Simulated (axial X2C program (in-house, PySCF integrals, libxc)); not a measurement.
# Linear NSiN²⁺ at several levels

Aim: the two bond lengths and stretching wavenumbers of linear NSiN²⁺, with and without spin–orbit coupling, at PBE0, HF, LDA.

Computed with an in-house X2C program for linear molecules on PySCF integrals. Level: all-electron X2C, two-component (2c) or spin-free, N dyall-av3z, Si dyall-v3z.

All values are calculated.

2 further runs of the same task are left out: 2 set aside as unsound or not needed.

## Step 1: Input

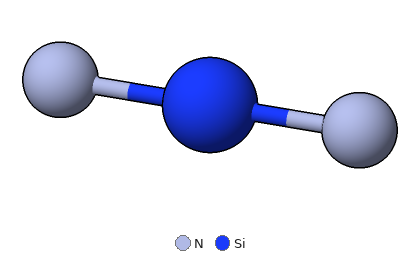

The atoms on one line, bonds 1.670 and 1.670 Å (nitrogen light blue, silicon blue).

task.json

```json
{"zs": [7, 14, 7], "q": 2, "bas": ["dyall-av3z", "dyall-v3z", "dyall-av3z"], "r0": [1.67, 1.67], "symm": 1, "scan": ["PBE0", "HF", "LDA"], "levels": ["PBE0", "HF", "PBE"], "nst": 2}
```

Keys: zs atomic numbers; q charge; bas basis sets; r0 starting distance in Å; symm equal bonds; scan levels of the two-bond scan; levels methods; nst determinants followed.

Started as:

```sh
$ python solin.py task.json out
```

Masses N 14.003, Si 27.977, N 14.003 u.

## Step 2: Scan at PBE0, 2c

State: Ω = 2 (beyond evenly filled blocks: 2 × ω = -1/2, 2 × ω = 3/2). Energies above the lowest point, from the job's result record:

| r(N–Si) (Å) | r(Si–N) (Å) | E (meV) |
| --- | --- | --- |
| 1.7911 | 1.7911 | 42.04 |
| 1.7911 | 1.8370 | 20.47 |
| 1.7911 | 1.8829 | 28.14 |
| 1.8370 | 1.7911 | 20.47 |
| 1.8370 | 1.8370 | 0.00 |
| 1.8370 | 1.8829 | 8.86 |
| 1.8370 | 1.9288 | 39.04 |
| 1.8829 | 1.7911 | 28.14 |
| 1.8829 | 1.8370 | 8.86 |
| 1.8829 | 1.8829 | 19.04 |
| 1.9288 | 1.8370 | 39.04 |
| 1.9288 | 1.9288 | 83.82 |

A quadratic surface with cubic terms in each bond gives the minimum at 1.844 and 1.844 Å, force constants 2.15, 2.15 and coupling 0.10 mdyn/Å.

## Step 3: Scan at HF, 2c

State: Ω = 2 (beyond evenly filled blocks: 2 × ω = -1/2, 2 × ω = 3/2). Energies above the lowest point, from the job's result record:

| r(N–Si) (Å) | r(Si–N) (Å) | E (meV) |
| --- | --- | --- |
| 1.7911 | 1.7911 | 15.28 |
| 1.7911 | 1.8370 | 8.65 |
| 1.7911 | 1.8829 | 22.60 |
| 1.8370 | 1.7911 | 8.65 |
| 1.8370 | 1.8370 | 0.00 |
| 1.8370 | 1.8829 | 14.93 |
| 1.8370 | 1.9288 | 44.02 |
| 1.8829 | 1.7911 | 22.60 |
| 1.8829 | 1.8370 | 14.93 |
| 1.8829 | 1.8829 | 30.91 |
| 1.9288 | 1.8370 | 44.02 |
| 1.9288 | 1.9288 | 94.46 |

A quadratic surface with cubic terms in each bond gives the minimum at 1.828 and 1.828 Å, force constants 1.89, 1.89 and coupling 0.08 mdyn/Å.

## Step 4: Scan at LDA, 2c

State: Ω = 2 (beyond evenly filled blocks: 2 × ω = -1/2, 2 × ω = 3/2). Energies above the lowest point, from the job's result record:

| r(N–Si) (Å) | r(Si–N) (Å) | E (meV) |
| --- | --- | --- |
| 1.7911 | 1.7911 | 61.09 |
| 1.7911 | 1.8370 | 30.28 |
| 1.7911 | 1.8829 | 31.17 |
| 1.8370 | 1.7911 | 30.28 |
| 1.8370 | 1.8370 | 0.00 |
| 1.8370 | 1.8829 | 1.46 |
| 1.8370 | 1.9288 | 27.00 |
| 1.8829 | 1.7911 | 31.17 |
| 1.8829 | 1.8370 | 1.46 |
| 1.8829 | 1.8829 | 3.55 |
| 1.9288 | 1.8370 | 27.00 |
| 1.9288 | 1.9288 | 56.63 |

A quadratic surface with cubic terms in each bond gives the minimum at 1.857 and 1.857 Å, force constants 2.17, 2.17 and coupling 0.05 mdyn/Å.

## Step 5: The levels side by side

| level | r(N–Si) (Å) | r(Si–N) (Å) | lower stretch (cm⁻¹) | upper stretch (cm⁻¹) |
| --- | --- | --- | --- | --- |
| PBE0, 2c | 1.844 | 1.844 | 522.0 | 704.6 |
| HF, 2c | 1.828 | 1.828 | 488.5 | 663.5 |
| LDA, 2c | 1.857 | 1.857 | 518.0 | 717.0 |
| PBE0, spin-free | 1.844 | 1.844 | 522.1 | 704.7 |
| HF, spin-free | 1.828 | 1.828 | 488.5 | 663.4 |
| LDA, spin-free | 1.856 | 1.856 | 518.1 | 717.1 |

Scans not shown above were run alike.

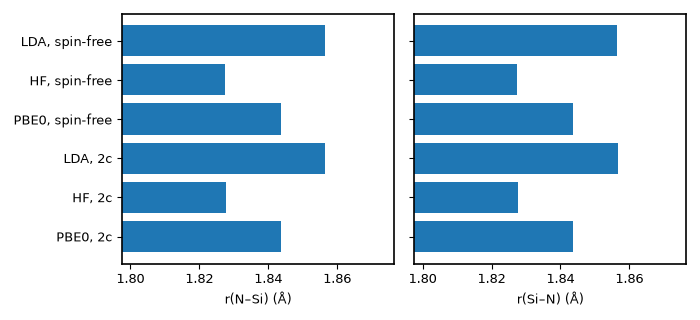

The two bond lengths by level.

What this shows: Over the levels the N–Si bond spans 1.828 to 1.857 Å and the Si–N bond 1.828 to 1.857 Å. At PBE0 spin–orbit coupling leaves both bonds unchanged to 0.001 Å. Each state is one determinant, the lowest of a limited PBE0 search; the stretches come from a fit to few points and are good to some per cent at best. A multiply charged ion may be only metastable. The molecule was held linear; bending was not examined, so a bent shape may lie lower. Open-shell Ω = 0 determinants with evenly filled partner blocks cannot be reached by this program, so the Ω shown need not be the lowest component. Note: several unpaired electrons, one determinant need not be a pure state.
